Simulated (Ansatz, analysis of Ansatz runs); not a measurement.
# Migration in CsLiBr2 (P4/nmm): Zn_i hop between interstitial places, charge +2

Wanted: path and barrier of a jump of Zn in CsLiBr2 (P4/nmm) at charge +2. The case: Zn_i hop between interstitial places, in a cell of 32 host atoms with 1 Zn put in.

Method: plane-wave PAW DFT, PBEsol; nudged elastic band between two relaxed defect structures at fixed charge in a uniform background, in Ansatz 0.2.0.

### 1. Starting point

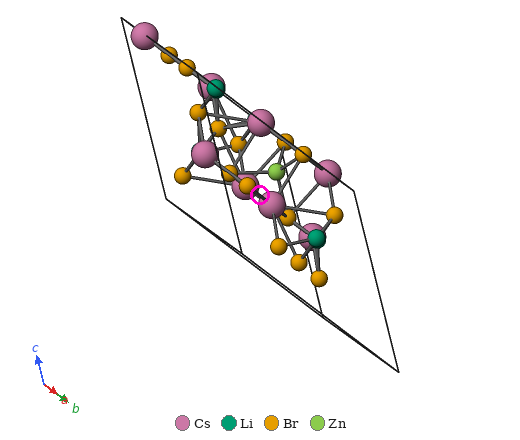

Start, viewed slightly off an axis; caesium pink, lithium teal, bromine orange, zinc green. A ring marks the middle of the ideal hop wherever no atom is near it.

The cell holds 33 atoms: 8 Cs, 8 Li, 16 Br and 1 Zn. Its edges and angles: a = 12.183 Å, b = 12.183 Å, c = 12.183 Å, α = 130.4°, β = 130.4°, γ = 72.7°. It derives from CsLiBr2 (space group P4/nmm). Nearest the centre at fractional (0.140, 0.129, 0.760): Zn33 at 1.73 Å, Br22 at 2.42 Å, Br17 at 2.42 Å, Cs5 at 2.56 Å, Cs3 at 2.78 Å, Br19 at 4.22 Å, Br21 at 4.35 Å, Br18 at 4.35 Å. The cell carries charge +2.

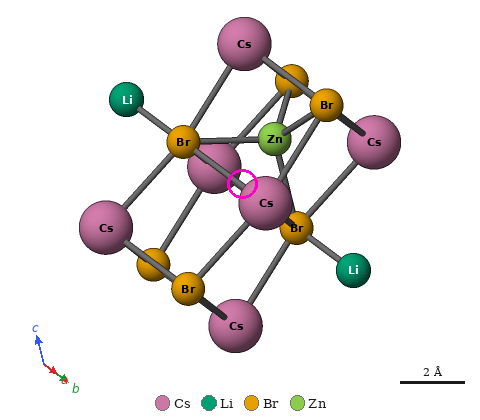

The atoms within 5 Å of the centre. A ring marks the middle of the ideal hop wherever no atom is near it.

The cell's shortest repeat is 10.2 Å.

### 2. Relaxation of the start point, charge +2

A barrier is counted from a minimum, so both ends are relaxed first. Small random displacements break the symmetry of the ideal sites, so that the defect can distort if it gains by it. The charge of +2 is set by the electron count, and a uniform background keeps the cell neutral. A width of 0.01 eV lets levels that lie close at the Fermi energy share an electron.

A first try with fixed occupations did not converge, so this run has a small smearing.

qp2.start_smeared/input.yaml

```yaml
crystal:
  lattice:
    - [-5.10743539, 5.10743539, 9.811082]
    - [5.10743539, -5.10743539, 9.811082]
    - [5.10743539, 5.10743539, -9.811082]
  atoms:
    - { symbol: Cs, position: [0.39975685, 0.14975685, 0.25] }
    - { symbol: Cs, position: [0.39975685, 0.64975685, 0.75] }
    - { symbol: Cs, position: [0.89975685, 0.14975685, 0.75] }
    - { symbol: Cs, position: [0.89975685, 0.64975685, 0.25] }
    - { symbol: Cs, position: [0.35024315, 0.10024315, 0.75] }
    - { symbol: Cs, position: [0.35024315, 0.60024315, 0.25] }
    - { symbol: Cs, position: [0.85024315, 0.10024315, 0.25] }
    - { symbol: Cs, position: [0.85024315, 0.60024315, 0.75] }
    - { symbol: Li, position: [0.04194269, 0.29194269, 0.25] }
    - { symbol: Li, position: [0.04194269, 0.79194269, 0.75] }
    - { symbol: Li, position: [0.54194269, 0.29194269, 0.75] }
    - { symbol: Li, position: [0.54194269, 0.79194269, 0.25] }
    - { symbol: Li, position: [0.20805731, 0.45805731, 0.75] }
    - { symbol: Li, position: [0.20805731, 0.95805731, 0.25] }
    - { symbol: Li, position: [0.70805731, 0.45805731, 0.25] }
    - { symbol: Li, position: [0.70805731, 0.95805731, 0.75] }
    - { symbol: Br, position: [0.08191716, 0.33191716, 0.75] }
    - { symbol: Br, position: [0.08191716, 0.83191716, 0.25] }
    - { symbol: Br, position: [0.58191716, 0.33191716, 0.25] }
    - { symbol: Br, position: [0.58191716, 0.83191716, 0.75] }
    - { symbol: Br, position: [0.16808284, 0.41808284, 0.25] }
    - { symbol: Br, position: [0.16808284, 0.91808284, 0.75] }
    - { symbol: Br, position: [0.66808284, 0.41808284, 0.75] }
    - { symbol: Br, position: [0.66808284, 0.91808284, 0.25] }
    - { symbol: Br, position: [0.0, 0.0, 0.0] }
    - { symbol: Br, position: [0.0, 0.5, 0.5] }
    - { symbol: Br, position: [0.5, 0.0, 0.5] }
    - { symbol: Br, position: [0.5, 0.5, 0.0] }
    - { symbol: Br, position: [0.25, 0.25, 0.5] }
    - { symbol: Br, position: [0.25, 0.75, 0.0] }
    - { symbol: Br, position: [0.75, 0.25, 0.0] }
    - { symbol: Br, position: [0.75, 0.75, 0.5] }
    - { symbol: Zn, position: [0.25, 0.25, 0.0] }
total_charge: 2
basis:
  ecutwfc: 420
  xc_grid: 2
hamiltonian:
  xc: pbesol
kpoints:
  mp_grid: { grid: [1, 1, 1], shift: [0.25, 0.25, 0.25] }
scf:
  occupations: { method: fermi_dirac, width: 0.01 }
  max_iter: 100
output:
  forces: true
relax:
  f_tol: 0.02
  max_steps: 70
  random_displacement: { amplitude: 0.03, seed: 5249 }
```

Command:

```console
> ansatz run input.yaml --threads 4 --pin off --max-ram 7536MiB --backend cpu --events-out ev --progress --plain --runs-dir out
```

Numbers of over 12 decimals in the logs are rounded to 6 here.

What it wrote:

```text
[... repeated set-up lines and file paths are left out, and long positions are rounded to six places ...]
The last accepted step is kept in <dir> (removed where the run ends without a failure and the disk answers)
Engine: ansatz 0.2.0, x86_64-unknown-linux-gnu
Pseudopotentials: kind: paw
Pseudopotential: Cs, paw, valence charge 9, recommended cutoff 420 eV (normal), Cs.paw.azcp
Pseudopotential: Li, paw, valence charge 3, recommended cutoff 420 eV (normal), Li.paw.azcp
Pseudopotential: Br, paw, valence charge 7, recommended cutoff 420 eV (normal), Br.paw.azcp
Pseudopotential: Zn, paw, valence charge 12, recommended cutoff 420 eV (normal), Zn.paw.azcp
Functional definition: PBEsol
  exchange = pbesol_x
  correlation = pbesol_c
Crystal: 33 atoms, lattice volume = 1023.723 Å³
Basis set: ecut = 420 eV, 20049 PW (Γ), exchange–correlation on 180×180×180 points (8 copies of the dense FFT grid, shifted against one another)
Bands: 142, of which v1, the nominal top of the filled ones, is band 109 counted from 1 (108 counted from 0)
Symmetry: 1 space group operations
k-points: 1
Non-local potential: Cs, projectors of the file, l = 0: 3, l = 1: 2, l = 2: 2, l = 3: 2
Non-local potential: Li, projectors of the file, l = 0: 3, l = 1: 2, l = 2: 1
Non-local potential: Br, projectors of the file, l = 0: 2, l = 1: 2, l = 2: 2
Non-local potential: Zn, projectors of the file, l = 0: 2, l = 1: 2, l = 2: 3, l = 3: 1
PAW form: soft (Blöchl's): semilocal exchange-correlation on the pseudo side does not see the compensation charge
PAW frozen core: Cs, regenerated for the run's functional, and the local potential with it (the file was generated under x = pbe(κ = 0.804, μ = 0.219515), c = pbe(β = 0.066725))
PAW frozen core: Br, regenerated for the run's functional, and the local potential with it (the file was generated under x = pbe(κ = 0.804, μ = 0.219515), c = pbe(β = 0.066725))
PAW frozen core: Zn, regenerated for the run's functional, and the local potential with it (the file was generated under x = pbe(κ = 0.804, μ = 0.219515), c = pbe(β = 0.066725))
PAW one-centre angular grid: Cs, 194 points (default); XC on 64 Gauss nodes
PAW one-centre angular grid: Li, 110 points (default); XC on 64 Gauss nodes
PAW one-centre angular grid: Br, 110 points (default); XC on 64 Gauss nodes
PAW one-centre angular grid: Zn, 590 points (default); XC on 64 Gauss nodes
Initial density: superposition of atomic densities (neutral atoms scaled as one to the charged cell's electrons: chi_scale 0, normalization atom), corrected by the library's trained network
Initial wavefunctions: pseudopotential atomic-orbital guess
Functional: x = pbesol(κ = 0.804, μ = 0.123457), c = pbesol(β = 0.046)
SCF iter   1: F=—  HF=-93434.631134 eV  |F-HF|=—  |Δ(HF+E_count)|=         —  Δρ=1.35e-2  dr2=4.65e0  ethr=1.77e-3  ⟨swp⟩=13.0  Hψ=755  notcnv=0  defer=3
preconditioner: auto → Resta (q_TF=auto, 2.108 Å⁻¹)  ε∞=3.1  [insulator: Δε(μ)=1.804 eV  Ē_g=10.969 eV  σ=0.010 eV  W_gap=1.00  n_scr=154 (ndim 8)  ℏωp=15.8 eV  f_vac=0.040  D(μ)=0.00/eV (n_scr^D=0)  ε∞_Penn≈3.1]
SCF iter   2: F=—  HF=-93433.305503 eV  |F-HF|=—  |Δ(HF+E_count)|=    1.33e0  Δρ=6.21e-3  dr2=1.07e0  ethr=1.77e-3  ⟨swp⟩=3.0  Hψ=220  notcnv=0  defer=29
SCF iter   3: F=—  HF=-93433.187547 eV  |F-HF|=—  |Δ(HF+E_count)|=   1.18e-1  Δρ=1.27e-2  dr2=8.31e0  ethr=4.90e-4  ⟨swp⟩=3.0  Hψ=264  notcnv=0  defer=29  recentre
SCF iter   4: F=—  HF=-93433.053555 eV  |F-HF|=—  |Δ(HF+E_count)|=   1.34e-1  Δρ=2.90e-3  dr2=4.47e-1  ethr=4.90e-4  ⟨swp⟩=4.0  Hψ=249  notcnv=0  defer=24
SCF iter   5: F=—  HF=-93432.998821 eV  |F-HF|=—  |Δ(HF+E_count)|=   5.47e-2  Δρ=2.48e-3  dr2=3.01e-1  ethr=2.05e-4  ⟨swp⟩=2.0  Hψ=250  notcnv=0  defer=24
SCF iter   6: F=—  HF=-93432.965424 eV  |F-HF|=—  |Δ(HF+E_count)|=   3.34e-2  Δρ=1.90e-3  dr2=2.05e-1  ethr=1.38e-4  ⟨swp⟩=1.0  Hψ=118  notcnv=0  defer=24
SCF iter   7: F=—  HF=-93432.935926 eV  |F-HF|=—  |Δ(HF+E_count)|=   2.95e-2  Δρ=1.34e-3  dr2=9.81e-2  ethr=9.41e-5  ⟨swp⟩=2.0  Hψ=126  notcnv=0  defer=24
SCF iter   8: F=—  HF=-93432.922734 eV  |F-HF|=—  |Δ(HF+E_count)|=   1.32e-2  Δρ=7.36e-4  dr2=2.72e-2  ethr=4.50e-5  ⟨swp⟩=2.0  Hψ=169  notcnv=0  defer=24
SCF iter   9: F=—  HF=-93432.924327 eV  |F-HF|=—  |Δ(HF+E_count)|=   1.59e-3  Δρ=1.90e-3  dr2=1.42e-1  ethr=1.25e-5  ⟨swp⟩=2.0  Hψ=156  notcnv=0  defer=24  recentre
SCF iter  10: F=—  HF=-93432.920641 eV  |F-HF|=—  |Δ(HF+E_count)|=   3.69e-3  Δρ=2.29e-4  dr2=1.37e-3  ethr=1.25e-5  ⟨swp⟩=2.0  Hψ=119  notcnv=0  defer=24
SCF iter  11: F=—  HF=-93432.921950 eV  |F-HF|=—  |Δ(HF+E_count)|=   1.31e-3  Δρ=6.73e-4  dr2=2.64e-2  ethr=6.29e-7  ⟨swp⟩=2.0  Hψ=192  notcnv=0  defer=24
SCF iter  12: F=—  HF=-93432.921321 eV  |F-HF|=—  |Δ(HF+E_count)|=   6.30e-4  Δρ=7.69e-4  dr2=3.04e-2  ethr=6.29e-7  ⟨swp⟩=2.0  Hψ=205  notcnv=0  defer=24
SCF iter  13: F=—  HF=-93432.920648 eV  |F-HF|=—  |Δ(HF+E_count)|=   6.73e-4  Δρ=7.82e-5  dr2=1.86e-4  ethr=6.29e-7  ⟨swp⟩=2.0  Hψ=141  notcnv=0  defer=24
SCF iter  14: F=—  HF=-93432.920640 eV  |F-HF|=—  |Δ(HF+E_count)|=   7.40e-6  Δρ=7.13e-5  dr2=2.10e-4  ethr=8.52e-8  ⟨swp⟩=2.0  Hψ=122  notcnv=0  defer=24
SCF iter  15: F=—  HF=-93432.920630 eV  |F-HF|=—  |Δ(HF+E_count)|=   1.00e-5  Δρ=2.30e-5  dr2=2.47e-5  ethr=8.52e-8  ⟨swp⟩=1.0  Hψ=118  notcnv=0  defer=24
SCF iter  16: F=—  HF=-93432.920630 eV  |F-HF|=—  |Δ(HF+E_count)|=   3.45e-7  Δρ=1.66e-5  dr2=1.55e-5  ethr=1.13e-8  ⟨swp⟩=1.0  Hψ=118  notcnv=0  defer=24
SCF iter  17: F=—  HF=-93432.920630 eV  |F-HF|=—  |Δ(HF+E_count)|=   2.10e-7  Δρ=1.40e-5  dr2=1.04e-5  ethr=4.59e-9  ⟨swp⟩=3.0  Hψ=320  notcnv=0
SCF iter  18: F=-93432.920629 eV  HF=-93432.920629 eV  |F-HF|=2.79e-7  |Δ(HF+E_count)|=   2.97e-7  Δρ=2.50e-6  dr2=3.08e-7  ethr=4.59e-9  ⟨swp⟩=2.0  Hψ=255  notcnv=0
SCF 1 converged in 18 iterations: F = -93432.920629 eV  dr2 = 3.08e-7
  greatest PAW one-centre occupation: 1.000 electrons in one spin orbital (limit 2), on the Li atom at site 11 (counted from 0), in its partial waves of l = 0
relax step   1: F+E_penalty+E_count = -93432.92062901 eV  Δ(F+E_penalty+E_count) = +0.000e0 eV  max|allowed force component| = 9.948e-1 eV/Å  Δτ_max = 0.0000 Å  (18 SCF iters, dr2 threshold 1.00e-5 eV, accepted)
[... the SCF cycles and remarks between the steps are left out from here to the last step ...]
relax step   2: F+E_penalty+E_count = -93434.54893299 eV  Δ(F+E_penalty+E_count) = -1.628e0 eV  max|allowed force component| = 1.108e0 eV/Å  Δτ_max = 0.1949 Å  (6 SCF iters, dr2 threshold 6.19e-5 eV, accepted)
relax step   3: F+E_penalty+E_count = -93435.68237140 eV  Δ(F+E_penalty+E_count) = -1.133e0 eV  max|allowed force component| = 8.641e-1 eV/Å  Δτ_max = 0.1930 Å  (6 SCF iters, dr2 threshold 7.67e-5 eV, accepted)
relax step   4: F+E_penalty+E_count = -93436.28393092 eV  Δ(F+E_penalty+E_count) = -6.016e-1 eV  max|allowed force component| = 2.402e-1 eV/Å  Δτ_max = 0.1912 Å  (6 SCF iters, dr2 threshold 1.00e-4 eV, accepted)
relax step   5: F+E_penalty+E_count = -93436.35410653 eV  Δ(F+E_penalty+E_count) = -7.018e-2 eV  max|allowed force component| = 9.766e-2 eV/Å  Δτ_max = 0.0982 Å  (6 SCF iters, dr2 threshold 4.46e-6 eV, accepted)
relax step   6: F+E_penalty+E_count = -93436.36263912 eV  Δ(F+E_penalty+E_count) = -8.533e-3 eV  max|allowed force component| = 4.156e-2 eV/Å  Δτ_max = 0.0291 Å  (6 SCF iters, dr2 threshold 7.37e-7 eV, accepted)
relax step   7: F+E_penalty+E_count = -93436.36337604 eV  Δ(F+E_penalty+E_count) = -7.369e-4 eV  max|allowed force component| = 2.793e-2 eV/Å  Δτ_max = 0.0176 Å  (6 SCF iters, accepted)
SCF iter   1: F=—  HF=-93436.363917 eV  |F-HF|=—  |Δ(HF+E_count)|=         —  Δρ=2.01e-4  dr2=4.71e-4  ethr=2.34e-6  ⟨swp⟩=4.0  Hψ=287  notcnv=0  defer=24
SCF iter   2: F=—  HF=-93436.363784 eV  |F-HF|=—  |Δ(HF+E_count)|=   1.34e-4  Δρ=9.42e-5  dr2=9.22e-5  ethr=2.16e-7  ⟨swp⟩=2.0  Hψ=237  notcnv=0  defer=24
SCF iter   3: F=—  HF=-93436.364048 eV  |F-HF|=—  |Δ(HF+E_count)|=   2.64e-4  Δρ=2.23e-5  dr2=4.97e-6  ethr=4.23e-8  ⟨swp⟩=2.0  Hψ=195  notcnv=0  defer=24
SCF iter   4: F=—  HF=-93436.364049 eV  |F-HF|=—  |Δ(HF+E_count)|=   1.32e-6  Δρ=1.95e-5  dr2=2.53e-6  ethr=2.28e-9  ⟨swp⟩=3.0  Hψ=186  notcnv=0  defer=24
SCF iter   5: F=—  HF=-93436.364048 eV  |F-HF|=—  |Δ(HF+E_count)|=   1.34e-6  Δρ=3.43e-6  dr2=1.21e-7  ethr=1.16e-9  ⟨swp⟩=2.0  Hψ=175  notcnv=0  defer=24
SCF iter   6: F=-93436.364048 eV  HF=-93436.364048 eV  |F-HF|=1.51e-8  |Δ(HF+E_count)|=   1.12e-7  Δρ=1.03e-6  dr2=1.09e-8  ethr=4.59e-11  ⟨swp⟩=4.0  Hψ=464  notcnv=0
SCF 8 converged in 6 iterations: F = -93436.364048 eV  dr2 = 1.09e-8
relax step   8: F+E_penalty+E_count = -93436.36404822 eV  Δ(F+E_penalty+E_count) = -6.722e-4 eV  max|allowed force component| = 3.492e-3 eV/Å  Δτ_max = 0.0076 Å  (6 SCF iters, accepted)
SCF converged after 6 iterations
Free energy (F): -93436.364048 eV
Harris-Foulkes:  -93436.364048 eV  (|F-HF|=1.51e-8)
Internal energy: -93436.364048 eV  (E = F + TS)
E sigma→0 (E₀):  -93436.364048 eV
Fermi energy:    4.342281 eV
--- Per-component energies (eV) ---
  E_band       = -1376.874590
  E_kinetic    = 3578.553573
  E_local      = -9432.744703  (includes V_loc(G=0)·N_el)
  E_nonlocal   = 1728.563320
  E_hartree    = 3217.773198
  E_xc         = -5786.562598
  E_vxc        = -2833.378979  (∫ρ·V_xc dr)
  E_paw        = -77062.686090  (= ΣΔE_a)
  E_vpaw       = -853.415227  (= ΣTr[D̂ρ^β])
  E_aug_tail   = -0.000259  (compensation charges beyond the density's cutoff)
  E_ewald      = -9682.687450
  E_core_change = 3.426961  (= ΣΔE_core)
  E_smearing   = -0.000000  (= −TS)
  E_closure    = -0.000000  (closes the sum)
  E_deformation_potential = 21.366485  (in the stress; not in F)
  Σ components = -93436.364048   (vs F -93436.364048, Δ=0.00e0)
--- Forces (eV/Å), atoms counted from 1 ---
  atom   1  Cs    -0.00003039    -0.00164531    -0.00086139
  atom   2  Cs    -0.00017484    -0.00011095     0.00048620
  atom   3  Cs    -0.00006983     0.00138806    -0.00102817
  atom   4  Cs    -0.00003383     0.00000421     0.00081964
  atom   5  Cs     0.00114127    -0.00005807     0.00118132
  atom   6  Cs    -0.00050788     0.00003250     0.00105508
  atom   7  Cs     0.00026833     0.00003402    -0.00064580
  atom   8  Cs     0.00026617     0.00000762    -0.00075307
  atom   9  Li    -0.00049321    -0.00007597     0.00145888
  atom  10  Li     0.00010608     0.00009823     0.00162119
  atom  11  Li    -0.00143438     0.00007527    -0.00116301
  atom  12  Li     0.00098864    -0.00009370    -0.00126439
  atom  13  Li    -0.00024708    -0.00001456    -0.00181889
  atom  14  Li    -0.00002733     0.00136901     0.00138025
  atom  15  Li    -0.00033007     0.00016657    -0.00146673
  atom  16  Li     0.00007931    -0.00076341     0.00133341
  atom  17  Br     0.00013709     0.00196664     0.00285481
  atom  18  Br     0.00024707    -0.00022151     0.00126955
  atom  19  Br     0.00022522    -0.00174485     0.00304280
  atom  20  Br     0.00020236     0.00028529     0.00119004
  atom  21  Br    -0.00158642    -0.00027156    -0.00337328
  atom  22  Br     0.00125871     0.00000170    -0.00349243
  atom  23  Br     0.00039176     0.00012324    -0.00142665
  atom  24  Br    -0.00052614    -0.00031154    -0.00145915
  atom  25  Br    -0.00045686     0.00014212    -0.00182201
  atom  26  Br     0.00022247    -0.00032705    -0.00064792
  atom  27  Br     0.00028095    -0.00039994    -0.00002093
  atom  28  Br    -0.00033457     0.00038068     0.00170102
  atom  29  Br     0.00024081     0.00052875     0.00022528
  atom  30  Br     0.00005319    -0.00060738    -0.00000518
  atom  31  Br     0.00010563    -0.00047063     0.00045890
  atom  32  Br     0.00025620     0.00046390     0.00046172
  atom  33  Zn    -0.00023886     0.00007363     0.00070262
  max |Σ_I F_I| component: 2.50e-5 eV/Å
--- Relaxed structure (8 steps of the walk, 8 accepted, 0 SCFs on fresh bases) ---
  F+E_penalty+E_count = -93436.36404822 eV   max|allowed force component| = 3.492e-3 eV/Å
  atoms:
    - { symbol: Cs, position: [0.417707, 0.137453, 0.280443] }
    - { symbol: Cs, position: [0.405908, 0.651784, 0.754410] }
    - { symbol: Cs, position: [0.856996, 0.137486, 0.719792] }
    - { symbol: Cs, position: [0.897333, 0.651696, 0.245800] }
    - { symbol: Cs, position: [0.362157, 0.081807, 0.719459] }
    - { symbol: Cs, position: [0.362215, 0.642735, 0.280342] }
    - { symbol: Cs, position: [0.848027, 0.093848, 0.245672] }
    - { symbol: Cs, position: [0.848006, 0.602290, 0.754110] }
    - { symbol: Li, position: [0.037851, 0.280338, 0.242412] }
    - { symbol: Li, position: [0.037843, 0.795676, 0.757725] }
    - { symbol: Li, position: [0.542865, 0.300489, 0.757520] }
    - { symbol: Li, position: [0.542940, 0.785610, 0.242655] }
    - { symbol: Li, position: [0.219711, 0.462158, 0.757720] }
    - { symbol: Li, position: [0.198963, 0.956733, 0.242313] }
    - { symbol: Li, position: [0.704137, 0.462094, 0.242199] }
    - { symbol: Li, position: [0.714150, 0.956729, 0.757509] }
    - { symbol: Br, position: [0.119161, 0.318258, 0.800962] }
    - { symbol: Br, position: [0.072864, 0.831018, 0.241765] }
    - { symbol: Br, position: [0.517190, 0.318248, 0.198953] }
    - { symbol: Br, position: [0.589073, 0.831035, 0.757995] }
    - { symbol: Br, position: [0.181540, 0.380650, 0.199136] }
    - { symbol: Br, position: [0.181468, 0.982561, 0.801027] }
    - { symbol: Br, position: [0.668535, 0.426613, 0.758006] }
    - { symbol: Br, position: [0.668642, 0.910788, 0.242237] }
    - { symbol: Br, position: [0.000156, 0.000397, -4.3446457289392636e-5] }
    - { symbol: Br, position: [0.000794, 0.500843, 0.500103] }
    - { symbol: Br, position: [0.499881, -7.637446659698952e-5, 0.500086] }
    - { symbol: Br, position: [0.499584, 0.499822, -2.5138801160033865e-5] }
    - { symbol: Br, position: [0.247505, 0.251633, 0.499891] }
    - { symbol: Br, position: [0.247585, 0.747814, -0.003970] }
    - { symbol: Br, position: [0.751617, 0.251754, 0.004167] }
    - { symbol: Br, position: [0.751638, 0.747616, 0.499998] }
    - { symbol: Zn, position: [0.249805, 0.249935, 2.359336393206475e-5] }
```

It took 25 s on 4 threads of Intel Xeon 6975P-C (Granite Rapids), shared host; peak memory 1.5 GiB.

(Part 1 of 4 ends here.)

[Logs are printed without paths, hosts, clocks, repeated set-up lines and the standing remarks that a program may print on its own settings, such as how far it seeks lower states.]

[Hosts, paths, dates, database ids (printed as entryN), source tags and the programs' standing remarks are cut or masked in the printed files.]
